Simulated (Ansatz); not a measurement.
**TaN (P-6m2): zone-centre modes under pressure**

Wanted: Grüneisen parameters and pressure coefficients of the modes of TaN (P-6m2).

Main program and level: Ansatz 0.2.0; DFT LDA, scalar-relativistic, plane waves, PAW; PAW set soft_1.

## (1) Starting point

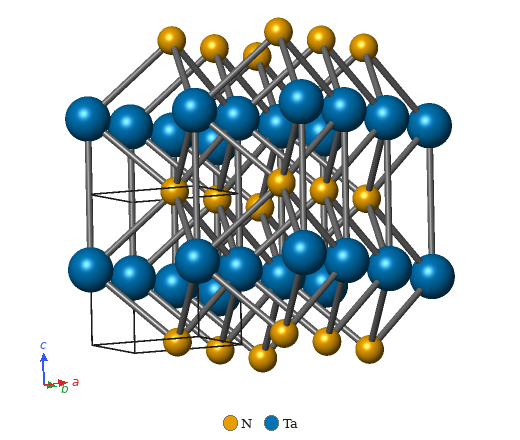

The cell as given, slightly off an axis (nitrogen orange, tantalum blue). 2×3×2 cells are drawn. Some periodic images of atoms are drawn too.

## (2) A rough relaxation first

A rough relaxation comes first, because large forces or stress need no tight tolerances yet.

File input.yaml:

```yaml
crystal:
  lattice:
    - [2.938, 0.0, 0.0]
    - [-1.469, 2.5443826363, 0.0]
    - [0.0, 0.0, 2.883]
  atoms:
    - { symbol: "N", position: [0.66666667, 0.33333333, 0.0] }
    - { symbol: Ta, position: [0.0, 0.0, 0.5] }
kpoints:
  mp_grid: { grid: [9, 9, 8] }
hamiltonian:
  xc: lda
  pseudopotentials: { kind: paw, azcp: { folder: soft_1 }, xc_functional: pbe }
scf:
  occupations: { method: gaussian, width: 0.1 }
output:
  forces: true
  stress: true
  eigenvalues: true
relax:
  adjacent_minimum: "off"
  f_tol: 0.05
  max_steps: 80
  cell: { stress_tol: 0.5 }
```

The run is started by

```bash
$ ansatz run input.yaml --threads 4 --pin off --max-ram 10240MiB --backend cpu --events-out ev --progress --plain --runs-dir out
```

Numbers of over 12 decimals in the logs are rounded to 6 here.

The log of the run:

```text
The last accepted step is kept in <dir> (removed where the run ends without a failure and the disk answers)
Engine: ansatz 0.2.0, aarch64-unknown-linux-gnu
Pseudopotentials: kind: paw
Pseudopotential: N, paw, valence charge 5, recommended cutoff 420 eV (normal), soft_1/N.paw.azcp
Pseudopotential: Ta, paw, valence charge 13, recommended cutoff 420 eV (normal), soft_1/Ta.paw.azcp
Functional definition: SPW92
[...]
--- Relaxed structure (4 steps of the walk, 4 accepted, 1 SCFs on fresh bases) ---
  F+E_penalty+E_count = -10060.03402565 eV   max|allowed force component| = 7.401e-17 eV/Å   (the final SCF, on the basis selected at the relaxed cell)
  cell:  # Å, volume = 20.8703 Å³
    - [2.906418, 0.0, 0.0]
    - [-1.453209, 2.517031, 0.0]
    - [0.0, 0.0, 2.852872]
  atoms:
    - { symbol: N, position: [0.666667, 0.333333, 0.0] }
    - { symbol: Ta, position: [1.8503717008154215e-17, -1.8503717008154243e-17, 0.5] }
[key lines of the parts left out:]
SCF converged after 8 iterations
Free energy (F): -10060.034026 eV
Fermi energy:    20.538947 eV
P = ⅓ Tr σ = -0.1679 GPa (-1.679 kbar)
```

Wall time 4.5 s (4 threads of Arm Neoverse V1, shared host); peak memory 0.3 GiB; 13 s of CPU time.

Relaxation path:

| step | energy less that of the first step (eV) | largest force component (eV/Å) | pressure (GPa) | volume (Å³) |
| --- | --- | --- | --- | --- |
| 1 | 0.0000 | 0.0000 | -11.60 | 21.55 |
| 2 | -0.0131 | 0.0000 | 8.07 | 20.43 |
| 3 | -0.0265 | 0.0000 | 0.03 | 20.87 |
| 4 | -0.0270 | 0.0000 | -0.07 | 20.87 |
| 5* | -0.0257 | 0.0000 | -0.17 | 20.87 |

Relaxation steps marked * repeat the geometry before them on a plane-wave basis chosen anew for their cell, so energy and pressure can jump there.

Forces are held to the 12 operations that the run works with; a distortion that breaks them can't arise in this run.

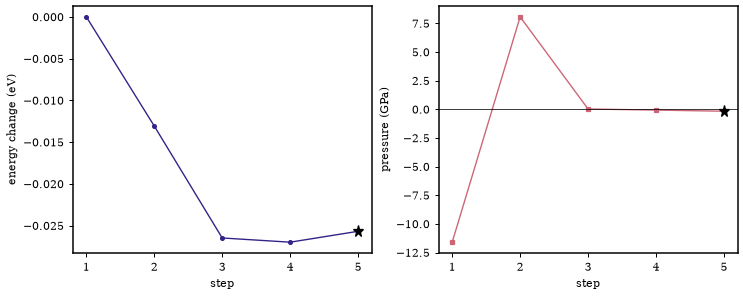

Energy and pressure along the relaxation. Stars mark steps on a basis chosen anew.

| conventional cell, symmetrised | before | after | change |
| --- | --- | --- | --- |
| a (Å) | 2.938 | 2.906 | -1.1 % |
| b (Å) | 2.938 | 2.906 | -1.1 % |
| c (Å) | 2.883 | 2.853 | -1.0 % |
| volume (Å³/atom) | 10.78 | 10.44 | -3.2 % |

The relaxed structure:

```cif
data_structure
_symmetry_space_group_name_H-M 'P 1'
_symmetry_Int_Tables_number 1
_cell_length_a 2.9064
_cell_length_b 2.9064
_cell_length_c 2.8529
_cell_angle_alpha 90.000
_cell_angle_beta 90.000
_cell_angle_gamma 120.000
_cell_volume 20.87
loop_
_atom_site_label
_atom_site_type_symbol
_atom_site_fract_x
_atom_site_fract_y
_atom_site_fract_z
_atom_site_occupancy
N1 N 0.66667 0.33333 0.00000 1
Ta2 Ta 0.00000 0.00000 0.50000 1
```

Numbers from this step:

- pressure: -0.1679 GPa
- volume per atom: 10.44 Å³
- gap on the k-mesh: 0 eV

In this step the volume went from 10.78 to 10.44 Å³/atom.

## (3) Bringing the structure to rest

The cell and atoms are relaxed, since residual forces and stress would shift the frequencies.

input.yaml, the sections that differ from step 2:

```yaml
crystal:
  lattice:
    - [2.906417592, 0.0, 0.0]
    - [-1.453208796, 2.5170314687, 0.0]
    - [0.0, 0.0, 2.8528722576]
  atoms:
    - { symbol: "N", position: [0.6666666667, 0.3333333333, 0.0] }
    - { symbol: Ta, position: [0.0, 0.0, 0.5] }
kpoints:
  mp_grid: { grid: [18, 18, 14] }
relax:
  adjacent_minimum: "off"
  f_tol: 0.005
  max_steps: 80
  cell: { stress_tol: 0.05 }
# hamiltonian, scf, output: as in step 2
```

The log of the run:

```text
[...]
Crystal: 2 atoms, lattice volume = 20.870 Å³
Basis set: ecut = 420 eV, 405 PW (Γ)
Bands: 13, of which v1, the nominal top of the filled ones, is band 9 counted from 1 (8 counted from 0)
Symmetry: 12 space group operations
[...]
k-points: 296 of 4536 (time reversal used)
[...]
k-point 295: bands = [... 5 lower, 11.9751, 13.8365, 16.6117, 20.1767, 25.2352, 25.7555, 27.4748, 28.3018]
--- Relaxed structure (3 steps of the walk, 2 accepted, 1 SCFs on fresh bases) ---
[...]
cell:  # Å, volume = 20.8622 Å³
    - [2.906555, 0.0, 0.0]
    - [-1.453278, 2.517151, 0]
    - [0.0, 0, 2.851499]
  atoms:
    - { symbol: N, position: [0.666667, 0.333333, 0] }
    - { symbol: Ta, position: [-3.7007434155248937e-17, 0, 0.5] }
[key lines of the parts left out:]
SCF converged after 7 iterations
Free energy (F): -10060.033344 eV
Fermi energy:    20.445684 eV
P = ⅓ Tr σ = 0.0002 GPa (0.002 kbar)
```

It took 11 s on 4 threads; peak memory 0.41 GiB; 41 s of CPU time.

Little changed from the start: no atom moved by 0.005 Å and no cell edge by 0.1 %.

This step gave:

| Item | Value |
| --- | --- |
| pressure | 1.79e-4 GPa |
| volume per atom | 10.43 Å³ |

In this step the volume went from 10.44 to 10.43 Å³/atom.

## (4) Tight relaxation

Phonons need small forces and stress, so the relaxation is finished with tight tolerances on 18×18×16 k points.

File input.yaml:

```yaml
crystal:
  lattice:
    - [2.9065554379, 0.0, 0.0]
    - [-1.4532777189, 2.5171508467, 0.0]
    - [0.0, 0.0, 2.8514994028]
  atoms:
    - { symbol: "N", position: [0.6666666667, 0.3333333333, 0.0] }
    - { symbol: Ta, position: [0.0, 0.0, 0.5] }
kpoints:
  mp_grid: { grid: [18, 18, 16] }
hamiltonian:
  xc: lda
  pseudopotentials: { kind: paw, azcp: { folder: soft_1 }, xc_functional: pbe }
scf:
  occupations: { method: methfessel_paxton, width: 0.2 }
output:
  forces: true
  stress: true
  eigenvalues: true
  write_density: true
  write_potential: true
  elf: true
  volumetric_format: npy
relax:
  adjacent_minimum: "off"
  f_tol: 0.001
  max_steps: 60
  cell: { stress_tol: 0.01 }
```

The log of the run:

```text
[...]
Crystal: 2 atoms, lattice volume = 20.862 Å³
Basis set: ecut = 420 eV, 405 PW (Γ)
Bands: 13, of which v1, the nominal top of the filled ones, is band 9 counted from 1 (8 counted from 0)
Symmetry: 12 space group operations
[...]
k-points: 333 of 5184 (time reversal used)
[...]
k-point 332: bands = [... 5 lower, 11.9749, 13.8358, 16.6109, 20.1754, 25.2341, 25.7540, 27.4727, 28.3003]
--- Relaxed structure (3 steps of the walk, 2 accepted, 1 SCFs on fresh bases) ---
[...]
cell:  # Å, volume = 20.8630 Å³
    - [2.906508, -2.88669539258252e-11, 0]
    - [-1.453254, 2.517110, 0]
    - [0, 0, 2.851695]
  atoms:
    - { symbol: N, position: [0.666667, 0.333333, 0] }
    - { symbol: Ta, position: [-3.700743415524894e-17, 0, 0.500000] }
[key lines of the parts left out:]
SCF converged after 3 iterations
Free energy (F): -10060.033086 eV
Fermi energy:    20.407835 eV
P = ⅓ Tr σ = -0.0008 GPa (-0.008 kbar)
```

Wall time 12 s (4 threads); peak memory 0.43 GiB.

Little changed from the start: no atom moved by 0.005 Å and no cell edge by 0.1 %.

This step gave:

- pressure: -7.72e-4 GPa

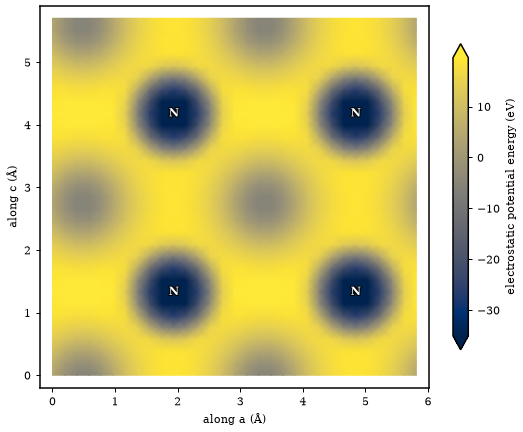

Electrostatic potential energy in the ac plane at fractional y = 0.333, with atoms of N within 0.2 Å of it. With pseudopotentials it is smooth inside the atoms' cores, unlike the true potential. The map starts off the cell's origin, so that atoms lie inside it.

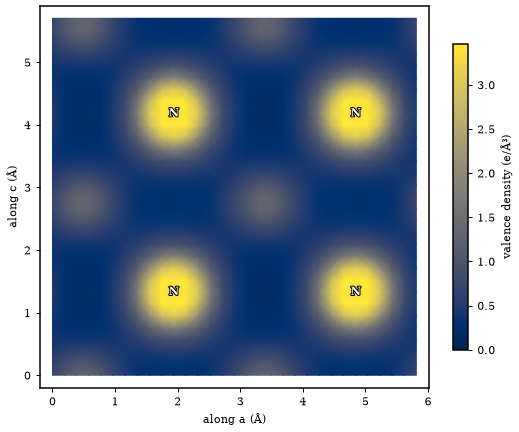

Valence density in the ac plane at fractional y = 0.333, with atoms of N within 0.2 Å of it. It is the smooth field of the valence electrons, not physical close to the nuclei. The map starts off the cell's origin, so that atoms lie inside it.

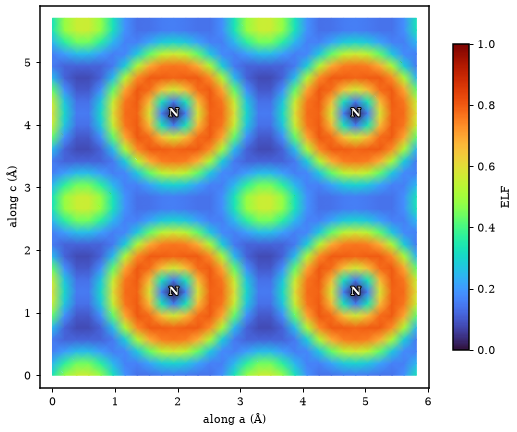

ELF in the ac plane at fractional y = 0.333, with atoms of N within 0.2 Å of it. It is the smooth field of the valence electrons, not physical close to the nuclei. The map starts off the cell's origin, so that atoms lie inside it.

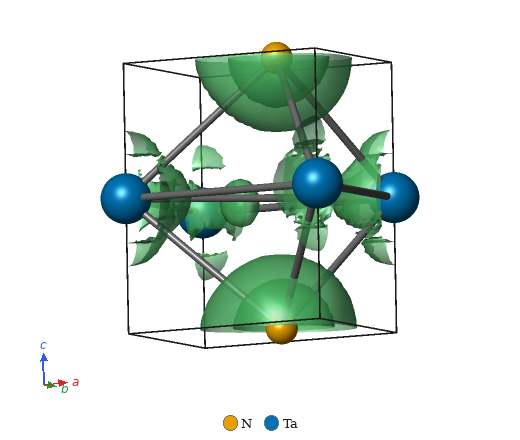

Surface of ELF = 0.75.

The forces vanish by symmetry and the pressure is -0.001 GPa, within the tolerances set. The cell now holds 10.43 Å³/atom.

## (5) Modes at rest

The force constants come from the linear response of the density to a displacement.

The modes at rest are the reference of the series.

input.yaml, the sections that differ from step 4:

```yaml
crystal:
  lattice:
    - [2.9065084234, 0.0, 0.0]
    - [-1.4532542117, 2.517110131, 0.0]
    - [0.0, 0.0, 2.8516947046]
  atoms:
    - { symbol: "N", position: [0.6666666667, 0.3333333333, 0.0] }
    - { symbol: Ta, position: [0.0, 0.0, 0.5] }
output:
  eigenvalues: true
phonons:
  method: dfpt
# kpoints, hamiltonian, scf: as in step 4
# relax: removed
```

The log of the run:

```text
zone centre: on kpoints.mp_grid the ground state, and the responses unless they are solved on pairs of k-points, stand on 819 of the mesh's 5184 k-points, reduced under 4 symmetry operations, with k and −k counted as one. Each operation leaves every solved displacement unchanged or reverses it
[...]
Crystal: 2 atoms, lattice volume = 20.863 Å³
Basis set: ecut = 420 eV, 405 PW (Γ), exchange–correlation on 40×40×40 points (8 copies of the dense FFT grid, shifted against one another)
Bands: 13, of which v1, the nominal top of the filled ones, is band 9 counted from 1 (8 counted from 0)
Symmetry: 12 space group operations
k-points: 819 of 5184 (irreducible under 4 space group operations, time reversal used)
[...]
SCF iter   1: F=—  HF=-10060.080589 eV  |F-HF|=—  |Δ(HF+E_count)|=         —  Δρ=4.86e-2  dr2=2.92e-1  ethr=3.10e-3  ⟨swp⟩=5.0  Hψ=52937  notcnv=0
[...]
SCF iter   8: F=-10060.033087 eV  HF=-10060.033087 eV  |F-HF|=0.00e0  |Δ(HF+E_count)|=  2.00e-11  S|Δr|=    0.00e0  Δρ=5.90e-8  dr2=2.33e-13  ethr=1.00e-12  ⟨swp⟩=6.0  Hψ=45407  notcnv=0
SCF 1 converged in 8 iterations: F = -10060.033087 eV  dr2 = 2.33e-13
[...]
DFPT response loops at Γ: preconditioner auto → Kerker (q_TF=auto, 2.662 Å⁻¹) (partly filled bands, converged f_vac=0.000); β = 1.00, the filter's whole step (`scf.mixing.beta` (0.50) is not read by the response loops under this deck's `scf.mixing.preconditioner`; to damp them name `kerker` or `kerker_dos`, under which they read `scf.mixing.beta`, and type it under 1.00, their step now; both keys bind the ground state too); Broyden in place of MSR1
SCF converged after 8 iterations
[...]
Free energy (F): -10060.033087 eV
[...]
Internal energy: -10060.033856 eV  (E = F + TS)
E sigma→0 (E₀):  -10060.033279 eV
Entropy (-TS):   0.000769 eV (0.385 meV/atom)
Fermi energy:    20.407835 eV
[...]
--- Band table (eV; the first three rows and the last of 819) ---
  k-point 0: bands = [... 5 lower, 15.7822, 15.7822, 16.1360, 17.5408, 23.0267, 24.1959, 24.1959, 24.6107]
  k-point 1: bands = [... 5 lower, 15.8157, 15.8157, 15.8389, 17.7907, 23.1655, 23.5491, 23.5491, 25.1068]
  k-point 2: bands = [... 5 lower, 15.1650, 15.9118, 15.9118, 18.3692, 22.7076, 22.7076, 23.5429, 25.4900]
  k-point 818: bands = [... 5 lower, 12.6717, 13.5274, 16.3118, 19.4689, 24.7932, 25.7210, 26.7854, 27.8471]
--- Phonons (Γ-DFPT): 4 representative perturbations + reference, on 819 of 5184 k-points (Σ response iterations 12) ---
  k mesh reduced under 4 symmetry operations, with k and −k counted as one. Each operation leaves every solved displacement unchanged or reverses it
  ASR residual: 2.302e-5 → 0.000e0 eV/Å²; symmetrization residual: 3.338e-6 eV/Å²
  ASR residual per site (eV/Å²): 2.30e-5 2.22e-5
  Γ frequencies (cm⁻¹): 0.00 0.00 0.00 543.74 543.74 567.89
  non-analytic LO–TO correction: not included (Born effective charges unavailable; polar crystals: no LO–TO splitting at Γ)
```

Elapsed: 28 s, on 4 threads; peak memory 0.88 GiB.

The column dr2 measures how far the density is from self-consistency, as an energy; F and HF (Harris–Foulkes) agree once it is small.

This step gave:

* sum-rule residual before enforcement: 2.30e-5 eV/Å²
* point group: -6m2
* highest optical mode at the zone centre (no LO-TO term): 567.9 cm⁻¹
* lowest optical zone-centre mode: 543.7 cm⁻¹

Patterns of degenerate modes are one choice out of their space. Modes at Γ, with each element's share of the kinetic energy:

| mode | frequency (cm⁻¹) | symmetry | N % | Ta % |
| --- | --- | --- | --- | --- |
| 1 | 0.0 | acoustic | 7 | 93 |
| 2 | 0.0 | acoustic | 7 | 93 |
| 3 | 0.0 | acoustic | 7 | 93 |
| 4 | 543.7 | E' | 93 | 7 |
| 5 | 543.7 | E' | 93 | 7 |
| 6 | 567.9 | A2'' | 93 | 7 |

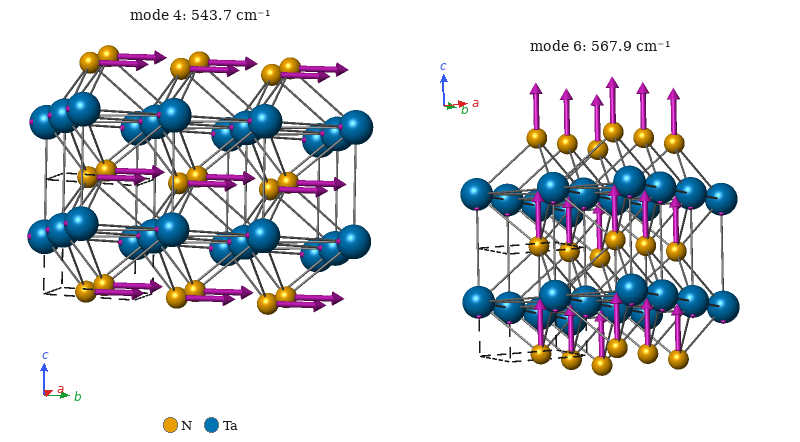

Displacement patterns of modes 4 and 6 at Γ; arrows are exaggerated. 2×3×2 cells are drawn. Some periodic images of atoms are drawn too.

Before it was imposed, the acoustic sum rule was missed by 2.3e-5 eV/Å². Small misses are needed for a sound result but don't prove that mesh and cutoff are converged. The lowest optical mode is real, 544 cm⁻¹.

## (6) A member of the series: 1.06 times the volume at rest

The cell is set to 1.06 times the volume at rest, and shape and atoms relax at that volume.

input.yaml, the sections that differ from step 5:

```yaml
crystal:
  lattice:
    - [2.9661479568, 0.0, 0.0]
    - [-1.4830739784, 2.568759482, 0.0]
    - [0.0, 0.0, 2.9024613487]
  atoms:
    - { symbol: "N", position: [0.6666666667, 0.3333333333, 0.0] }
    - { symbol: Ta, position: [0.0, 0.0, 0.5] }
output:
  forces: true
  stress: true
  eigenvalues: true
relax:
  adjacent_minimum: "off"
  f_tol: 0.001
  max_steps: 60
  cell: { stress_tol: 0.01, fix: [volume] }
# kpoints, hamiltonian, scf: as in step 5
# phonons: removed
```

The log of the run:

```text
[...]
Crystal: 2 atoms, lattice volume = 22.115 Å³
Basis set: ecut = 420 eV, 405 PW (Γ)
Bands: 13, of which v1, the nominal top of the filled ones, is band 9 counted from 1 (8 counted from 0)
Symmetry: 12 space group operations
[...]
k-points: 333 of 5184 (time reversal used)
[...]
k-point 332: bands = [... 5 lower, 11.1736, 12.7517, 15.3608, 18.8522, 23.4109, 24.0389, 25.6540, 26.4624]
--- Relaxed structure (3 steps of the walk, 2 accepted, 1 SCFs on fresh bases) ---
[...]
cell:  # Å, volume = 22.1148 Å³
    - [2.967419, 0.0, 0]
    - [-1.483710, 2.569861, 0]
    - [0, 0, 2.899975]
  atoms:
    - { symbol: N, position: [0.666667, 0.333333, 0] }
    - { symbol: Ta, position: [-3.700743415524894e-17, 0, 0.5] }
[key lines of the parts left out:]
SCF converged after 4 iterations
Free energy (F): -10059.952657 eV
Fermi energy:    19.140197 eV
P = ⅓ Tr σ = -19.5484 GPa (-195.484 kbar)
```

The job ended after 12 s (4 threads; peak memory 0.43 GiB).

Little changed from the start: no atom moved by 0.005 Å and no cell edge by 0.1 %.

This step gave:

```yaml
pressure: -19.55 GPa
volume_per_atom: 11.06 Å³
```

The forces vanish by symmetry, at a pressure of -19.55 GPa.

## (7) Modes of this member: 1.06 times the volume at rest

The zone-centre modes follow for 1.06 times the volume at rest.

input.yaml, the sections that differ from step 6:

```yaml
crystal:
  lattice:
    - [2.9674194705, 0.0, 0.0]
    - [-1.4837097352, 2.5698606451, 0.0]
    - [0.0, 0.0, 2.8999745223]
  atoms:
    - { symbol: "N", position: [0.6666666667, 0.3333333333, 0.0] }
    - { symbol: Ta, position: [0.0, 0.0, 0.5] }
output:
  eigenvalues: true
phonons:
  method: dfpt
# kpoints, hamiltonian, scf: as in step 6
# relax: removed
```

The log of the run:

```text
[...]
Crystal: 2 atoms, lattice volume = 22.115 Å³
Basis set: ecut = 420 eV, 405 PW (Γ), exchange–correlation on 40×40×40 points (8 copies of the dense FFT grid, shifted against one another)
Bands: 13, of which v1, the nominal top of the filled ones, is band 9 counted from 1 (8 counted from 0)
Symmetry: 12 space group operations
k-points: 819 of 5184 (irreducible under 4 space group operations, time reversal used)
[...]
SCF iter   1: F=—  HF=-10059.989709 eV  |F-HF|=—  |Δ(HF+E_count)|=         —  Δρ=4.60e-2  dr2=2.58e-1  ethr=3.10e-3  ⟨swp⟩=5.0  Hψ=53117  notcnv=0
[...]
SCF iter   8: F=-10059.952658 eV  HF=-10059.952658 eV  |F-HF|=1.82e-12  |Δ(HF+E_count)|=  9.09e-12  S|Δr|=    0.00e0  Δρ=8.02e-8  dr2=6.06e-13  ethr=1.00e-12  ⟨swp⟩=6.1  Hψ=46933  notcnv=0
SCF 1 converged in 8 iterations: F = -10059.952658 eV  dr2 = 6.06e-13
[...]
SCF converged after 8 iterations
[...]
Free energy (F): -10059.952658 eV
[...]
Internal energy: -10059.953120 eV  (E = F + TS)
E sigma→0 (E₀):  -10059.952773 eV
Entropy (-TS):   0.000462 eV (0.231 meV/atom)
Fermi energy:    19.140198 eV
[...]
--- Band table (eV; the first three rows and the last of 819) ---
  k-point 0: bands = [... 5 lower, 14.7126, 14.7126, 15.1197, 16.3385, 21.2616, 22.6536, 22.6536, 22.9857]
  k-point 1: bands = [... 5 lower, 14.7442, 14.7442, 14.7915, 16.6092, 21.4097, 22.0346, 22.0346, 23.4660]
  k-point 2: bands = [... 5 lower, 14.0906, 14.8348, 14.8348, 17.1898, 21.2513, 21.2513, 21.8081, 23.8296]
  k-point 818: bands = [... 5 lower, 11.8134, 12.4694, 15.1016, 18.1807, 23.0555, 24.0491, 24.9614, 26.0303]
[...]
ASR residual: 3.343e-5 → 0.000e0 eV/Å²; symmetrization residual: 4.077e-6 eV/Å²
  ASR residual per site (eV/Å²): 2.64e-5 3.34e-5
  Γ frequencies (cm⁻¹): 0.00 0.00 0.00 490.87 490.87 495.10
[...]
```

The job ended after 28 s (4 threads; peak memory 0.9 GiB).

Numbers from this step:

* sum-rule residual before enforcement: 3.34e-5 eV/Å²
* highest optical mode at the zone centre (no LO-TO term): 495.1 cm⁻¹
* lowest optical zone-centre mode: 490.9 cm⁻¹

Patterns of degenerate modes are one choice out of their space. Modes at Γ, with each element's share of the kinetic energy:

| mode | frequency (cm⁻¹) | symmetry | N % | Ta % |
| --- | --- | --- | --- | --- |
| 1 | 0.0 | acoustic | 7 | 93 |
| 2 | 0.0 | acoustic | 7 | 93 |
| 3 | 0.0 | acoustic | 7 | 93 |
| 4 | 490.9 | E' | 93 | 7 |
| 5 | 490.9 | E' | 93 | 7 |
| 6 | 495.1 | A2'' | 93 | 7 |

The lowest optical mode is real, 491 cm⁻¹, and the highest lies at 495.1 cm⁻¹.

For the highest optical mode at the zone centre (no LO-TO term), step 5 gave 568 cm⁻¹; this run, with volume ratio 1.06, gives 495 cm⁻¹ (-13 %).

(Continued in part 2 of 2.)

[Logs are printed without paths, hosts, clocks, repeated set-up lines and the standing remarks that a program may print on its own settings, such as how far it seeks lower states.]

[Hosts, paths, dates, database ids (printed as entryN), source tags and the programs' standing remarks are cut or masked in the printed files.]
